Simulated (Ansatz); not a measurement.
Input file:

```
crystal:
  periodic: [false, false, false]
  atoms:
    - {symbol: C, position_ang: [-0.361126, -1.046194, 1.855484]}
    - {symbol: Mg, position_ang: [-1.292077, -1.569338, -1.815641]}
    - {symbol: Si, position_ang: [0.299219, -1.769247, 0.224245]}
    - {symbol: H, position_ang: [0.373751, -1.173209, 2.665230]}
    - {symbol: H, position_ang: [-1.293226, -1.546282, 2.160355]}
    - {symbol: H, position_ang: [-0.572586, 0.029336, 1.753527]}
    - {symbol: H, position_ang: [1.619578, -1.103060, -0.063959]}
    - {symbol: H, position_ang: [0.657124, -3.210267, 0.480308]}
    - {symbol: H, position_ang: [-2.339329, -1.438546, -3.160220]}
basis:
  gaussian:
    orbitals: def2-TZVPD
magnetization:
  spin_polarized: false
hamiltonian:
  xc: {name: PBE0}
output: {forces: true, orbitals: {seedname: orbitals}}
```

Launched as:

```sh
ansatz run input.yaml --threads 1 --pin off --max-ram 2610MiB --events-out events.jsonl --progress --plain --runs-dir runs
```

Geometry: PBE0-D3(BJ)/def2-SVP.

The calculation used isolated molecule in a Gaussian basis; Kohn-Sham density functional theory, functional PBE0 (Ansatz).

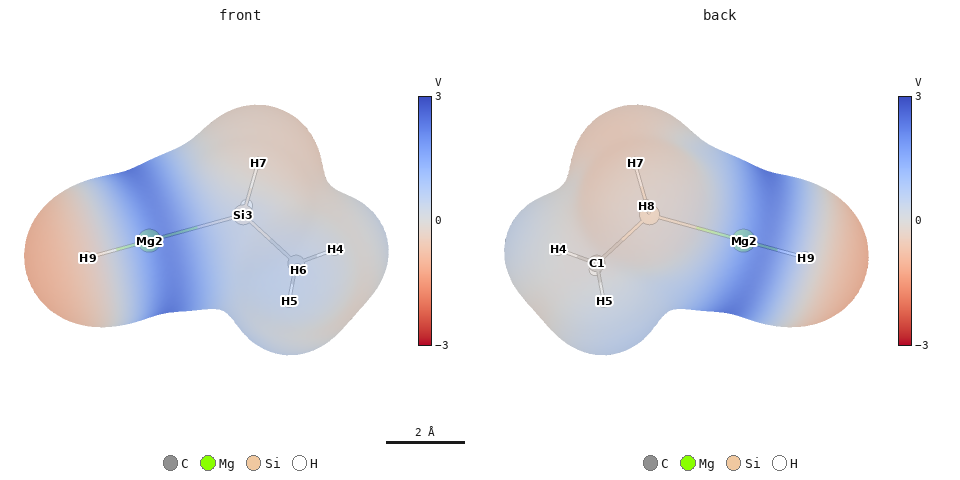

CH6MgSi (SMILES C[SiH2][MgH]). The electrostatic potential painted on the density surface at 0.001 e/bohr³, seen from the front and from behind; red is negative and blue positive.

**Which sites attract a positive test charge, and which a negative one?**

A positive charge is drawn to the negative regions and a negative charge to the positive ones. The most negative region (about −1.0 V, or −23 kcal/mol for a unit charge) lies over H9, the most positive (about +2.2 V, or +51 kcal/mol for a unit charge) over Mg2.

**What dipole moment does the calculation give?**

Its dipole moment is 0.62 D.
